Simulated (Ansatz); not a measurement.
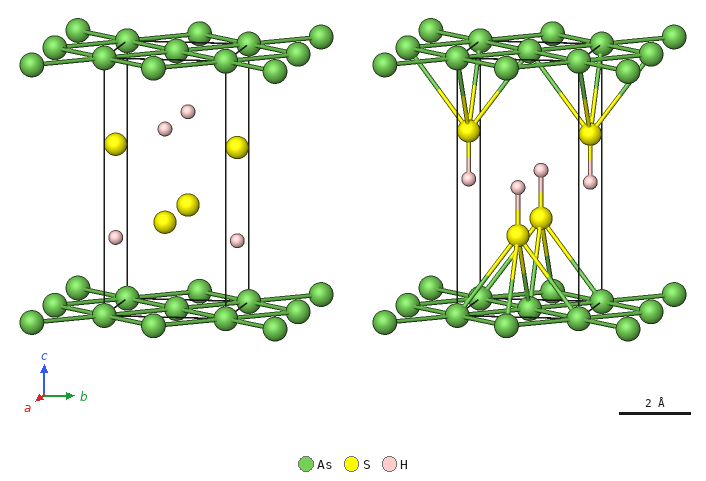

Two geometries of a crystal of AsHS (a generated structure, set up in P4/nmm), drawn at one scale. One is the start of a relaxation, the other its converged end. The picture is a ball-and-stick view of the cell of the calculation, seen slightly off an axis.

Computed with Ansatz 0.2.0, DFT, PAW plane waves, r2SCAN. Set-up: plane-wave cutoff 500 eV; k-point mesh 9 × 9 × 4; occupations fermi dirac; smearing width 0.0558 eV; no spin polarisation; atoms relaxed in a fixed cell; at most 40 steps.

Which one is relaxed?

Answer. The right one is the relaxed one. The start is a swapped structure. The largest moves, 1.67 Å, are those of H atoms. By element the largest moves are H 1.67 Å, S 0.38 Å. As stays in place. The cell stays as it was. Some distances before and after: H–S 2.660 → 1.372 Å, As–S 3.223 → 2.910 Å. New bonds form: H–S (2.66 → 1.37 Å). The space group stays P4/nmm (No. 129). Over 12 accepted moves (13 points after the start) the energy falls by 800 meV per atom. Largest force component: 0.44 eV/Å at the start, 0.00071 eV/Å at the end. 1 step only repeated the SCF at the same geometry.
